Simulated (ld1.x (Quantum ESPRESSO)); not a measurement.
**Pseudopotential generation for cobalt: ultrasoft, PBE**

Aim: build the potential from the settings below, then test how well it stands in for the atom: other configurations, scattering, ghost states and the plane-wave cutoff that it needs.

The numbers are computed with ld1.x (Quantum ESPRESSO) 7.5 (PBE, scalar-relativistic, spin-unpolarised reference atom).

## Step 1: Starting point

Typed settings, in words:

```json
{
 "element": "cobalt (Co, Z = 27)",
 "type": "ultrasoft",
 "frozen core": "[Ar]",
 "valence charge": "9",
 "reference configuration": "3d7 4s0 4p0 (charge +2)",
 "partial waves": "4s (bound, empty): rcut 1.45, rcutus 2.00 bohr; 4s channel at -0.7 Ry: rcut 1.45, rcutus 2.00 bohr; 4p (bound, empty): rcut 2.30, rcutus 3.05 bohr; 4p channel at 0.05 Ry: rcut 2.30, rcutus 3.05 bohr; 3d (bound): rcut 0.90, rcutus 1.20 bohr; 3d channel at -0.1 Ry: rcut 0.90, rcutus 1.20 bohr",
 "local potential": "all-electron potential smoothed inside 1.35 bohr (lloc = -1)",
 "core correction": "Bessel-smoothed model core inside 0.60 bohr",
 "augmentation charge": "built from norm-conserving waves at rcut, not smoothed further"
}
```

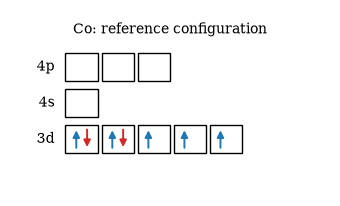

The outer shells as boxes. The arrows follow Hund's rule for the drawing; the calculation itself is spin-unpolarised.

The nodes and maxima of the atom's own shells, from an earlier all-electron run, set the scale for the radii.

All-electron outer shells of the reference configuration (PBE, scalar-relativistic, ld1.x):

```
shell  level (eV)  outermost node (bohr)  outermost maximum (bohr)
   3p      -84.73                   0.28                      0.68
   3d      -27.06                      –                      0.66
   4s      -20.94                   0.95                      2.10
   4p      -14.67                   1.03                      2.50
   4f       -3.71                      –                      6.63
```

## Step 2: Generation

Input file Co.in:

```
 &input
   title='Co', zed=27., rel=1, dft='PBE', iswitch=3,
   config='[Ar] 3d7 4s0 4p0',
   nld=3, rlderiv=3.30, eminld=-4.0, emaxld=5.0, deld=0.02
 /
 &inputp
   pseudotype=3, tm=.true., lloc=-1, rcloc=1.35,
   nlcc=.true., new_core_ps=.true., rcore=0.60,
   file_pseudopw='Co.UPF', file_wfcaegen='ae.wfc', file_wfcncgen='nc.wfc', file_beta='beta', file_chi='chi', file_wfcusgen='us.wfc'
 /
6
4S  1  0   0.00   0.00  1.45  2.00  0.0
4S  1  0   0.00  -0.70  1.45  2.00  0.0
4P  2  1   0.00   0.00  2.30  3.05  0.0
4P  2  1   0.00   0.05  2.30  3.05  0.0
3D  3  2   7.00   0.00  0.90  1.20  0.0
3D  3  2   0.00  -0.10  0.90  1.20  0.0
 &test
   configts(1)='3d7 4s0 4p0'
 /
```

Launch:

```sh
$ ld1.x < Co.in > Co.out
```

The output, Co.out (without the banner and most projector matrices):

```text
     Program LD1 v.7.5
     --------------------------- All-electron run ----------------------------

     Co
     scalar relativistic calculation

     atomic number is 27.00
     dft =PBE   lsd =0 sic =0 latt =0  beta=0.20 tr2=1.0E-14
     Exchange-correlation= PBE
                           (   1   4   3   4   0   0   0)
     mesh =1193 r(mesh) =  99.89935 a.u. xmin = -7.00 dx = 0.01250
     1 Ry =  13.60569312 eV, c = 137.03599908

     n l     nl                  e(Ry)          e(Ha)          e(eV)
     1 0     1S 1( 2.00)      -559.4993      -279.7496     -7612.3754
     2 0     2S 1( 2.00)       -67.4564       -33.7282      -917.7911
     2 1     2P 1( 6.00)       -57.9735       -28.9867      -788.7695
     3 0     3S 1( 2.00)        -8.9286        -4.4643      -121.4802
     3 1     3P 1( 6.00)        -6.2277        -3.1138       -84.7321
     3 2     3D 1( 7.00)        -1.9892        -0.9946       -27.0639
     4 0     4S 1( 0.00)        -1.5387        -0.7693       -20.9350
     4 1     4P 1( 0.00)        -1.0784        -0.5392       -14.6725

     final scf error:  3.8E-15 reached in  30 iterations

     Etot =   -2784.397424 Ry,   -1392.198712 Ha,  -37883.656885 eV

     Ekin =    2820.406555 Ry,    1410.203278 Ha,   38373.586070 eV
     Encl =   -6635.590034 Ry,   -3317.795017 Ha,  -90281.801688 eV
     Eh   =    1148.620676 Ry,     574.310338 Ha,   15627.780431 eV
     Exc  =    -117.834621 Ry,     -58.917311 Ha,   -1603.221697 eV

     normalization and overlap integrals

     s(1S/1S) =  1.000000  <r> =   0.0562  <r2> =    0.0042  r(max) =   0.0366
     s(2S/2S) =  1.000000  <r> =   0.2554  <r2> =    0.0770  r(max) =   0.2131
     s(2P/2P) =  1.000000  <r> =   0.2249  <r2> =    0.0621  r(max) =   0.1723
     s(3S/3S) =  1.000000  <r> =   0.7743  <r2> =    0.6924  r(max) =   0.6731
     s(3P/3P) =  1.000000  <r> =   0.8164  <r2> =    0.7864  r(max) =   0.6816
     s(3D/3D) =  1.000000  <r> =   1.0215  <r2> =    1.3599  r(max) =   0.6648
     s(4S/4S) =  1.000000  <r> =   2.4230  <r2> =    6.6619  r(max) =   2.0994
     s(4P/4P) =  1.000000  <r> =   2.9038  <r2> =    9.6026  r(max) =   2.5009

     ------------------------ End of All-electron run ------------------------

     --------------------- Generating US pseudopotential ---------------------

      Generating local potential from pseudized AE potential:
      Matching radius rcloc =   1.3500

      Local pseudo, rcloc= 1.355 Estimated cut-off energy=    12.84 Ry

      Computing core charge for nlcc:

       r > 0.60 : true rho core
      Core charge pseudized with two Bessel functions
      Integrated core pseudo-charge :   8.95

      Wfc   4S  rcut= 1.461  Using Troullier-Martins method
      Wfc-us  4S rcutus= 2.022  Estimated cut-off energy=    10.71 Ry

      Wfc   4S  rcut= 1.461  Using Troullier-Martins method
      Wfc-us  4S rcutus= 2.022  Estimated cut-off energy=    11.94 Ry

      Wfc   4P  rcut= 2.291  Using Troullier-Martins method
      Wfc-us  4P rcutus= 3.017  Estimated cut-off energy=     8.56 Ry

      Wfc   4P  rcut= 2.291  Using Troullier-Martins method
      Wfc-us  4P rcutus= 3.017  Estimated cut-off energy=    13.25 Ry

      Wfc   3D  rcut= 0.909  Using Troullier-Martins method
      Wfc-us  3D rcutus= 1.196  Estimated cut-off energy=    80.34 Ry

      Wfc   3D  rcut= 0.909  Using Troullier-Martins method
      Wfc-us  3D rcutus= 1.196  Estimated cut-off energy=    97.96 Ry

     ------------------- End of pseudopotential generation -------------------

     [... the all-electron block is printed once more ...]


     Computing logarithmic derivative in   3.31326
     Computing logarithmic derivative in   3.31326
     Computing the partial wave expansion
     R is outside the sphere for l=    0 j= 0.00
     R is outside the sphere for l=    0 j= 0.00
     R is outside the sphere for l=    1 j= 0.00
     R is outside the sphere for l=    1 j= 0.00
     R is outside the sphere for l=    2 j= 0.00
     R is outside the sphere for l=    2 j= 0.00

     ---------------------- Testing the pseudopotential ----------------------

     Co
     scalar relativistic calculation

     atomic number is 27.00   valence charge is  9.00
     dft =PBE   lsd =0 sic =0 latt =0  beta=0.20 tr2=1.0E-14
     mesh =1193 r(mesh) =  99.89935 xmin = -7.00 dx = 0.01250

     n l     nl             e AE (Ry)        e PS (Ry)    De AE-PS (Ry)
     3 2     3D   1( 7.00)       -1.98916       -1.98917        0.00001
     1 0     4S   1( 0.00)       -1.53869       -1.53869        0.00000
     2 1     4P   1( 0.00)       -1.07841       -1.07841        0.00000

     eps = 1.0E-16  iter =  4

     Etot =   -2784.397424 Ry,   -1392.198712 Ha,  -37883.656885 eV
     Etotps =   -73.931759 Ry,     -36.965880 Ha,   -1005.892826 eV

     Ekin =      47.832073 Ry,      23.916036 Ha,     650.788505 eV
     Encl =    -140.154609 Ry,     -70.077304 Ha,   -1906.900599 eV
     Ehrt =      44.530305 Ry,      22.265152 Ha,     605.865662 eV
     Ecxc =     -31.685036 Ry,     -15.842518 Ha,    -431.096877 eV
     (Ecc =     -16.659306 Ry,      -8.329653 Ha,    -226.661411 eV)
     Epseu=       5.545508 Ry,       2.772754 Ha,      75.450483 eV

     ---------------------- End of pseudopotential test ----------------------
```

It took 1.6 s on 1 thread of Neoverse-V1, shared host. This counts the later configuration tests of the new file too.

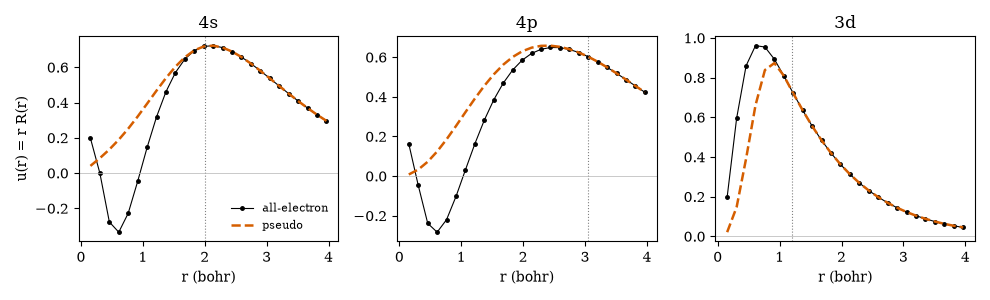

All-electron and pseudo partial waves (4s, 4p, 3d), with the matching radii dotted. The curves join 26 sampled radii, too few to resolve the innermost nodes.

## Step 3: Testing the new file in other configurations

Input file Co.test.in:

```
 &input
   title='Co', zed=27., rel=1, dft='PBE', iswitch=2,
   config='[Ar] 3d7 4s0 4p0'
 /
 &test
   file_pseudo='Co.UPF', nconf=8,
   configts(1)='3d7 4s0 4p0',
   configts(2)='3d7 4s2 4p0',
   configts(3)='3d7 4s1 4p0',
   configts(4)='3d6 4s0 4p0',
   configts(5)='3d7 4s0 4p2',
   configts(6)='3d7 4s1 4p1',
   configts(7)='3d7.5 4s1.5 4p0',
   configts(8)='3d6 4s2 4p1'
 /
```

Launch:

```sh
$ ld1.x < Co.test.in > Co.test.out
```

Co.test.out, the pseudopotential blocks, each with the warnings that came before it:

```text
     ---------------------- Testing the pseudopotential ----------------------

     Co
     scalar relativistic calculation

     atomic number is 27.00   valence charge is  9.00
     dft =PBE   lsd =0 sic =0 latt =0  beta=0.20 tr2=1.0E-14
     mesh =1193 r(mesh) =  99.89935 xmin = -7.00 dx = 0.01250

     n l     nl             e AE (Ry)        e PS (Ry)    De AE-PS (Ry)
     3 2     3D   1( 7.00)       -1.98916       -1.98917        0.00001
     1 0     4S   1( 0.00)       -1.53869       -1.53869        0.00000
     2 1     4P   1( 0.00)       -1.07841       -1.07841        0.00000

     eps = 1.0E-16  iter =  4

     Etot =   -2784.397424 Ry,   -1392.198712 Ha,  -37883.656885 eV
     Etotps =   -73.931759 Ry,     -36.965880 Ha,   -1005.892826 eV

     Ekin =      47.832073 Ry,      23.916036 Ha,     650.788505 eV
     Encl =    -140.154609 Ry,     -70.077304 Ha,   -1906.900599 eV
     Ehrt =      44.530305 Ry,      22.265152 Ha,     605.865662 eV
     Ecxc =     -31.685036 Ry,     -15.842518 Ha,    -431.096877 eV
     (Ecc =     -16.659306 Ry,      -8.329653 Ha,    -226.661411 eV)
     Epseu=       5.545508 Ry,       2.772754 Ha,      75.450483 eV

     ---------------------- End of pseudopotential test ----------------------

     ---------------------- Testing the pseudopotential ----------------------

     Co
     [...]
     n l     nl             e AE (Ry)        e PS (Ry)    De AE-PS (Ry)
     3 2     3D   1( 7.00)       -0.60298       -0.60551        0.00253
     1 0     4S   1( 2.00)       -0.40202       -0.40124       -0.00078
     2 1     4P   1( 0.00)       -0.09383       -0.09334       -0.00050

     eps = 9.5E-15  iter =  9

     Etot =   -2786.294851 Ry,   -1393.147426 Ha,  -37909.472698 eV
     Etotps =   -75.828141 Ry,     -37.914071 Ha,   -1031.694419 eV
     dEtot_ae =      -1.897427 Ry
     dEtot_ps =      -1.896382 Ry,   Delta E=      -0.001045 Ry

     [...]
     ---------------------- End of pseudopotential test ----------------------

     ---------------------- Testing the pseudopotential ----------------------

     Co
     [...]
     n l     nl             e AE (Ry)        e PS (Ry)    De AE-PS (Ry)
     3 2     3D   1( 7.00)       -1.24646       -1.24749        0.00103
     1 0     4S   1( 1.00)       -0.93803       -0.93731       -0.00072
     2 1     4P   1( 0.00)       -0.54886       -0.54814       -0.00073

     eps = 2.5E-16  iter =  9

     Etot =   -2785.631149 Ry,   -1392.815574 Ha,  -37900.442564 eV
     Etotps =   -75.165167 Ry,     -37.582583 Ha,   -1022.674195 eV
     dEtot_ae =      -1.233725 Ry
     dEtot_ps =      -1.233408 Ry,   Delta E=      -0.000317 Ry

     [...]
     ---------------------- End of pseudopotential test ----------------------

     Warning: n=3, l=2 expected 0 nodes, found 1
     ---------------------- Testing the pseudopotential ----------------------

     Co
     [...]
     n l     nl             e AE (Ry)        e PS (Ry)    De AE-PS (Ry)
     3 2     3D   1( 6.00)       -3.31966       -3.36390        0.04424  !
     1 0     4S   1( 0.00)       -2.38146       -2.38446        0.00301
     2 1     4P   1( 0.00)       -1.82341       -1.81585       -0.00756  !

     eps = 9.1E-15  iter = 10

     Etot =   -2781.761040 Ry,   -1390.880520 Ha,  -37847.787048 eV
     Etotps =   -71.276654 Ry,     -35.638327 Ha,    -969.768285 eV
     dEtot_ae =       2.636384 Ry
     dEtot_ps =       2.655105 Ry,   Delta E=      -0.018720 Ry

     [...]
     ---------------------- End of pseudopotential test ----------------------

     ---------------------- Testing the pseudopotential ----------------------

     Co
     [...]
     n l     nl             e AE (Ry)        e PS (Ry)    De AE-PS (Ry)
     3 2     3D   1( 7.00)       -0.84920       -0.85775        0.00855  !
     1 0     4S   1( 0.00)       -0.55385       -0.55368       -0.00017
     2 1     4P   1( 2.00)       -0.20516       -0.20492       -0.00023

     eps = 4.4E-16  iter = 18

     Etot =   -2785.634942 Ry,   -1392.817471 Ha,  -37900.494175 eV
     Etotps =   -75.168372 Ry,     -37.584186 Ha,   -1022.717807 eV
     dEtot_ae =      -1.237518 Ry
     dEtot_ps =      -1.236613 Ry,   Delta E=      -0.000905 Ry

     [...]
     ---------------------- End of pseudopotential test ----------------------

     ---------------------- Testing the pseudopotential ----------------------

     Co
     [...]
     n l     nl             e AE (Ry)        e PS (Ry)    De AE-PS (Ry)
     3 2     3D   1( 7.00)       -0.73593       -0.74101        0.00508  !
     1 0     4S   1( 1.00)       -0.48673       -0.48631       -0.00042
     2 1     4P   1( 1.00)       -0.15575       -0.15542       -0.00033

     eps = 1.7E-15  iter =  9

     Etot =   -2785.975082 Ry,   -1392.987541 Ha,  -37905.122020 eV
     Etotps =   -75.508525 Ry,     -37.754263 Ha,   -1027.345823 eV
     dEtot_ae =      -1.577658 Ry
     dEtot_ps =      -1.576766 Ry,   Delta E=      -0.000892 Ry

     [...]
     ---------------------- End of pseudopotential test ----------------------

     ---------------------- Testing the pseudopotential ----------------------

     Co
     [...]
     n l     nl             e AE (Ry)        e PS (Ry)    De AE-PS (Ry)
     3 2     3D   1( 7.50)       -0.44423       -0.44028       -0.00395
     1 0     4S   1( 1.50)       -0.35944       -0.35952        0.00008
     2 1     4P   1( 0.00)       -0.07538       -0.07615        0.00077

     eps = 3.3E-15  iter = 10

     Etot =   -2786.365447 Ry,   -1393.182723 Ha,  -37910.433198 eV
     Etotps =   -75.898343 Ry,     -37.949171 Ha,   -1032.649560 eV
     dEtot_ae =      -1.968023 Ry
     dEtot_ps =      -1.966584 Ry,   Delta E=      -0.001439 Ry

     [...]
     ---------------------- End of pseudopotential test ----------------------

     ---------------------- Testing the pseudopotential ----------------------

     Co
     [...]
     n l     nl             e AE (Ry)        e PS (Ry)    De AE-PS (Ry)
     3 2     3D   1( 6.00)       -1.11526       -1.15836        0.04310  !
     1 0     4S   1( 2.00)       -0.57203       -0.57374        0.00171
     2 1     4P   1( 1.00)       -0.19286       -0.18979       -0.00307

     eps = 4.6E-15  iter = 12

     Etot =   -2785.584838 Ry,   -1392.792419 Ha,  -37899.812478 eV
     Etotps =   -75.096993 Ry,     -37.548496 Ha,   -1021.746638 eV
     dEtot_ae =      -1.187414 Ry
     dEtot_ps =      -1.165234 Ry,   Delta E=      -0.022181 Ry

     [...]
     ---------------------- End of pseudopotential test ----------------------
```

Excitation and ionisation energies from 3d7 4s0 4p0, with the error of the potential. A star marks tests that logged a warning.

| valence configuration | charge | ΔE all-electron (eV) | error AE − PS (meV) |
| --- | --- | --- | --- |
| 3d7 4s2 4p0 | 0 | -25.816 | -14 |
| 3d7 4s1 4p0 | +1 | -16.786 | -4.3 |
| 3d6 4s0 4p0 * | +3 | 35.870 | -255 |
| 3d7 4s0 4p2 | 0 | -16.837 | -12 |
| 3d7 4s1 4p1 | 0 | -21.465 | -12 |
| 3d7.5 4s1.5 4p0 | 0 | -26.776 | -20 |
| 3d6 4s2 4p1 | 0 | -16.156 | -302 |

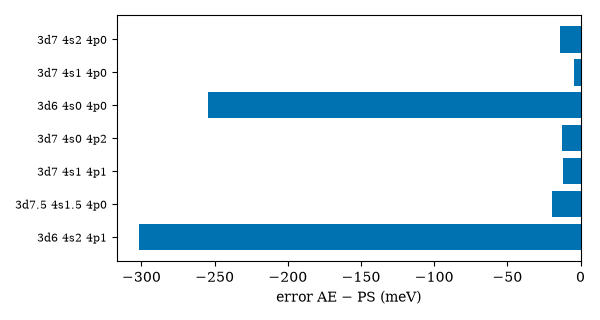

Error of the potential in each test configuration.

## Step 4: Scattering by logarithmic derivatives

Taken from the files of the generation run. The phase is arctan(r·u′/u) with u = r·R, unwrapped, with energies in Ry. A pole is an energy at which the radial function vanishes at the test radius. The pseudo phase is shifted by a multiple of π to meet the all-electron one at the reference energy. Levels narrower than the energy grid can be missing from the poles. The last column is the largest difference on the grid between −1 and +1 Ry.

| channel | radius (bohr) | reference (Ry) | poles AE | poles PS | window around the reference with phases within 0.05 rad (Ry) | largest difference near zero (rad) |
| --- | --- | --- | --- | --- | --- | --- |
| s | 3.31 | -1.54 | -1.07, 3.45 | -2.25, -1.07, 3.41 | above -2.2 | 0.005 |
| p | 3.31 | -1.08 | -0.32, 4.27 | -0.32, 3.01 | below 1.4 | 0.001 |
| d | 3.31 | -1.99 | -1.97, 1.04 | -1.97, 1.04 | the whole range | 0.000 |

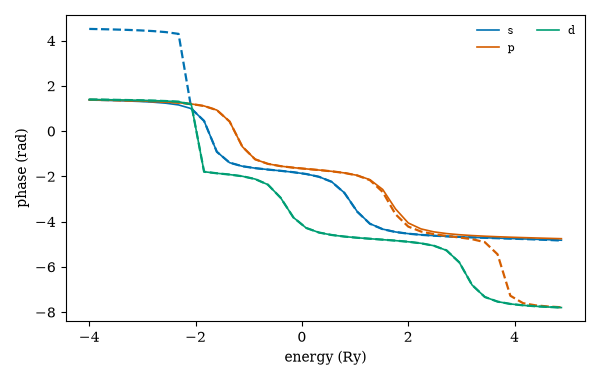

All-electron (solid) and pseudo (dashed) phases against energy.

## Step 5: Cutoff and ghost test in a Bessel basis

A separate test, outside the generator: the pseudo-atom's Hamiltonian at the reference potential is diagonalised in spherical Bessel functions j_l(qr) that vanish at 20 bohr, with q² up to the cutoff.

All-electron valence levels (Ry): 4s -1.5387, 4p -1.0784, 3d -1.9892. The lowest levels of each channel (Ry) by cutoff; the last column sums, over occupied levels, occupation times the distance from the level at 400 Ry. A positive value at high cutoff is not a bound level.

| cutoff (Ry) | s #1 | s #2 | p #1 | d #1 | f #1 | Σ f·Δε (mRy) |
| --- | --- | --- | --- | --- | --- | --- |
| 8 | -1.5370 | -0.5611 | -1.0783 | -0.7029 | -0.2720 | 9004.2 |
| 12 | -1.5386 | -0.5617 | -1.0784 | -0.7644 | -0.2721 | 8573.3 |
| 21 | -1.5387 | -1.3280 | -1.0784 | -0.9819 | -0.2722 | 7051.0 |
| 30 | -1.8928 | -1.5386 | -1.0784 | -1.3190 | -0.2722 | 4691.1 |
| 45 | -2.1058 | -1.5387 | -1.0784 | -1.8438 | -0.2722 | 1017.9 |
| 55 | -2.1251 | -1.5387 | -1.0784 | -1.9597 | -0.2722 | 206.4 |
| 80 | -2.1305 | -1.5387 | -1.0784 | -1.9881 | -0.2722 | 7.7 |
| 100 | -2.1306 | -1.5387 | -1.0784 | -1.9884 | -0.2722 | 5.5 |
| 140 | -2.1306 | -1.5387 | -1.0784 | -1.9891 | -0.2722 | 0.8 |
| 180 | -2.1306 | -1.5387 | -1.0784 | -1.9892 | -0.2722 | 0.3 |
| 400 | -2.1306 | -1.5387 | -1.0784 | -1.9892 | -0.2722 | 0.0 |

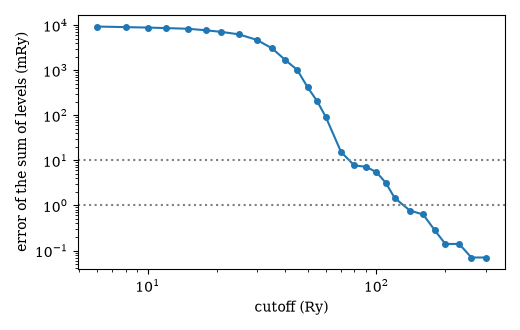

Occupation-weighted error of the valence levels against the cutoff; the dotted lines mark 10 and 1 mRy.

The sum stays within 10 mRy from 80 Ry and within 1 mRy from 140 Ry. The sum leaves out empty levels, which can need more. Ghost test: ghost state, bound below the all-electron valence or empty levels of the same l: s at -29.0 eV.

## Step 6: Outcome

```
                                                quantity                      value
               cutoffs for 10 and 1 mRy, occupied levels           80 Ry and 140 Ry
                                            bound ghosts             s at -28.99 eV
                            largest test error (AE − PS)  -302 meV, for 3d6 4s2 4p1
largest phase difference near zero energy, channels read                  0.005 rad
         lowest eigenvalue of the overlap (Bessel basis)                  0.392 (p)
```

A bound ghost (s) makes it unfit for use: electrons can fall into a state that the atom doesn't have. The worst unpolarised test, 3d6 4s2 4p1, is off by 302 meV on 16.2 eV; by total energies transferability rates as poor. By its cutoff, 80 Ry for the looser tolerance, it is hard. Near zero energy the phases of the channels with partial waves agree within 0.005 rad. The pseudo curves have a pole with no partner nearby in the atom's: s at -2.25 Ry.
